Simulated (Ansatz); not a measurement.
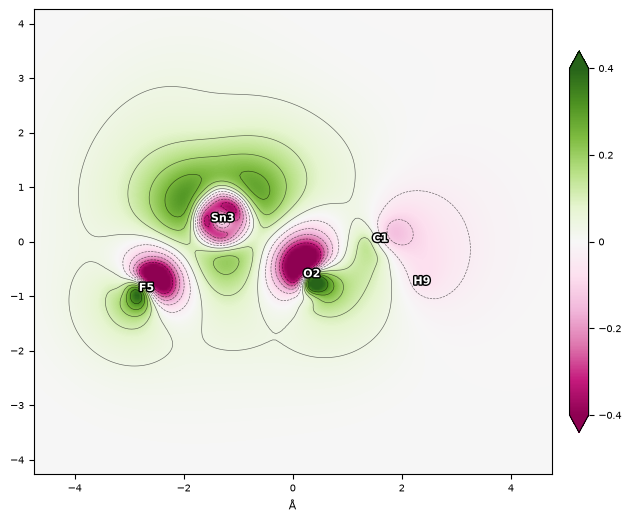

Figure 1: CH₄ClFO₂Sn. The LUMO on the plane of atoms O2, C1 and H9 (values in Å⁻³ᐟ²; the overall sign is arbitrary).

Geometry: PBE0-D4/def2-TZVP; core potentials replace the inner electrons of Sn.

Method: Ansatz 0.2.0, RKS PBE0-D4/def2-TZVPP.

| atom | x (Å) | y (Å) | z (Å) |
| --- | --- | --- | --- |
| C | -1.6184 | -0.6008 | 0.4170 |
| O | -0.3853 | -0.3649 | 1.0762 |
| Sn | 1.0724 | 0.4861 | 0.1537 |
| O | 1.7097 | -0.6498 | -1.2756 |
| F | 2.4359 | 0.6973 | 1.4515 |
| Cl | 0.5417 | 2.5739 | -0.6522 |
| H | -1.5061 | -1.2834 | -0.4320 |
| H | -2.0836 | 0.3278 | 0.0680 |
| H | -2.2853 | -1.0641 | 1.1467 |
| H | 2.2020 | -0.1733 | -1.9505 |

Q: Describe this orbital and give its energy.

A: By Hirshfeld shares it lies mainly on Sn3 (about 40 %), Cl6 (about 20 %), O4 (about 10 %), O2 (about 10 %) and F5 (about 10 %). Its energy is −2.36 eV.
